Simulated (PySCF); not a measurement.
**C2H10OSi3 (SMILES CC(=O)[SiH]([SiH3])[SiH3]): density, localisation and related maps**

Input

```
{"job": {"kind": "uv", "xc": "CAM-B3LYP", "basis": "def2-SVPD", "nstates": 8, "ntriplets": 3}, "charge": 0, "multiplicity": 1}
C     -1.616821    -1.826968    -0.863363
C     -0.562191    -1.247317     0.038148
O     -0.098673    -1.867298     0.972961
Si     0.077954     0.534614    -0.291549
Si     2.332192     0.324392    -0.814413
Si    -0.509590     1.787496     1.575172
H     -1.243506    -1.829291    -1.885496
H     -1.883235    -2.838186    -0.562931
H     -2.496047    -1.186491    -0.831914
H     -0.695436     0.967850    -1.478762
H      2.883227     1.636889    -1.167194
H      3.113112    -0.180912     0.313766
H      2.594218    -0.560982    -1.954042
H      0.175819     1.327095     2.781888
H     -1.947832     1.778552     1.862637
H     -0.130790     3.189502     1.370825
```

Run with:

```sh
OMP_NUM_THREADS=1 python probes_run.py task.json out
```

Geometry: GFN2-xTB.

Level of theory: CAM-B3LYP/def2-SVPD, SCF density, gas phase (PySCF 2.14.0).

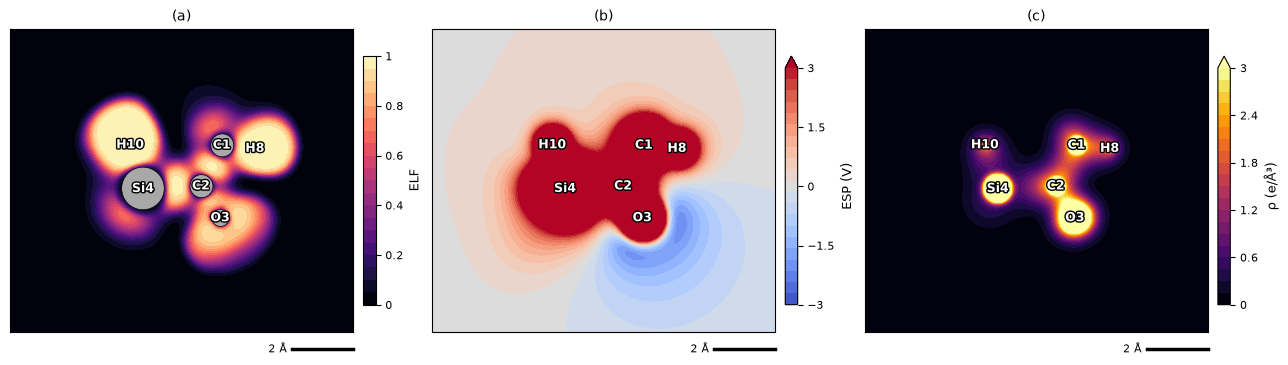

Figure 1. (a) electron localisation function; (b) molecular electrostatic potential; (c) electron density on the plane of atoms C1, C2 and Si4. Grey discs cover the atomic cores in the ELF map.

> What do the fields say about this system?

- The section cuts through C, O, Si and H sites.
- C–O (1.21 Å): ρ is about 3.3 e/Å³ halfway; the ELF peaks at about 0.85 between the atoms (a multiple bond).
- C–C (1.50 Å): the density is about 1.8 e/Å³ at the midpoint; the ELF peaks at about 0.95 between the atoms: a covalent bond.
- C–Si (1.92 Å): ρ at the midpoint is about 0.93 e/Å³; the ELF peaks at about 1 between the atoms (a covalent bond).
- C–H (1.09 Å): ρ is about 2 e/Å³ halfway; the ELF climbs to about 1 towards the hydrogen, as it does in any bond to H; an ordinary covalent bond to hydrogen.
- Si–H (1.48 Å): the density is about 0.76 e/Å³ at the midpoint; the ELF climbs to about 1 towards the hydrogen.
- The ELF also peaks beside O3, away from the bonds: lone-pair regions.
- Outside the dense part of the molecule the potential is most negative (−2.0 V) near O3.

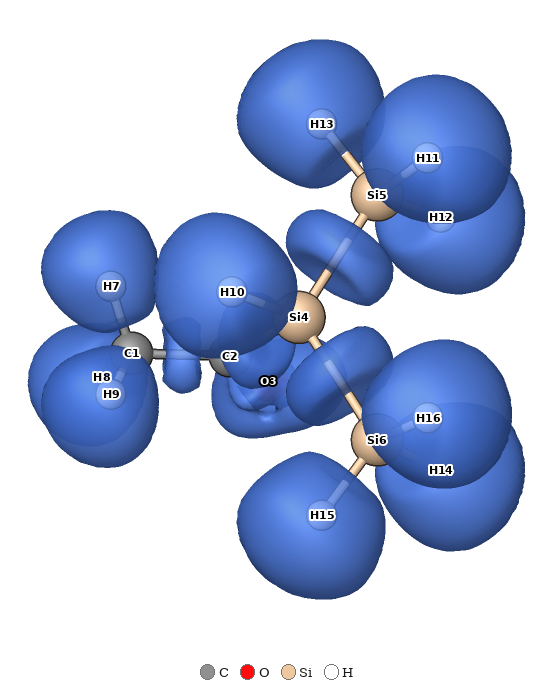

Figure 2. Isosurface of the electron localisation function at 0.75 (blue), seen at a tilt. Core shells and regions of very low density are left out.

> Where are the electrons localised?

The surface consists of one region between bonded C–C atoms (shared pairs), one region between bonded C–Si atoms (shared pairs), two regions between bonded Si–Si atoms (shared pairs), ten regions around hydrogen nuclei and one region on O in which the atom's valence shell and bonds are merged.

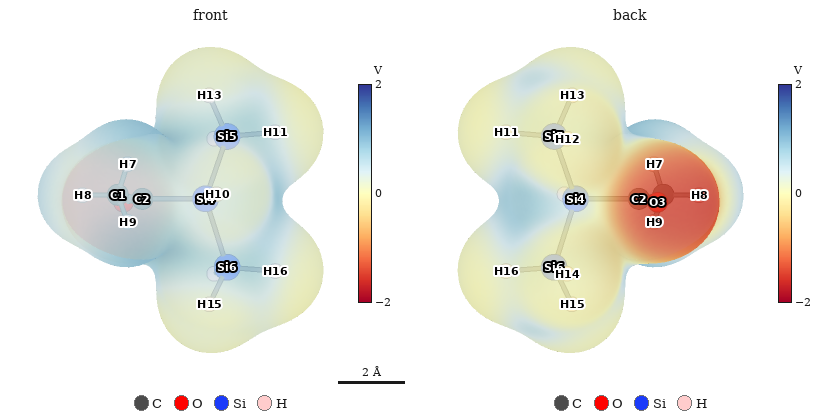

Figure 3. The molecular electrostatic potential painted on the density surface at 0.001 e/bohr³, seen from the front and from behind; the colour scale runs from red (negative) to blue (positive).

> Describe the electrostatic potential map.

The most negative region (about −1.5 V) lies over O3, the most positive (about +0.9 V) over C2, Si4, H7 and H9. O3 is the likeliest acceptor of a hydrogen bond.

> How polar is the molecule by this calculation?

Its dipole moment is 2.51 D.
